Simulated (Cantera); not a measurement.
Input: 1 mol (CH₃)₂SiCl₂, 4.2 mol HCl, 170 mol H₂, held at 0.133 bar.

Cantera equilibrium calculation (NASA polynomials, part measured and part estimated; ideal gas, pure solids and liquids). Candidate condensed phases: C, C₆H₆, C₇H₈, C₈H₁₈, Si, SiC; 109 gas species. The feed counts by its element totals alone. The numbers say what is thermodynamically allowed, not how fast it happens.

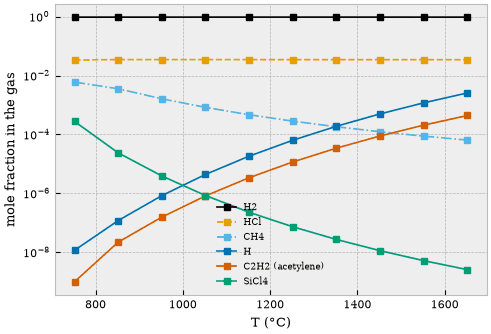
*Equilibrium gas composition (values under 1e-9 drawn at 1e-9)*

Q: Read off the mole fractions at 1552 °C.

A: H₂ about 0.96, HCl about 0.035, H about 0.0012, C₂H₂ (acetylene) about 0.00021, CH₄ about 8.8e-5.
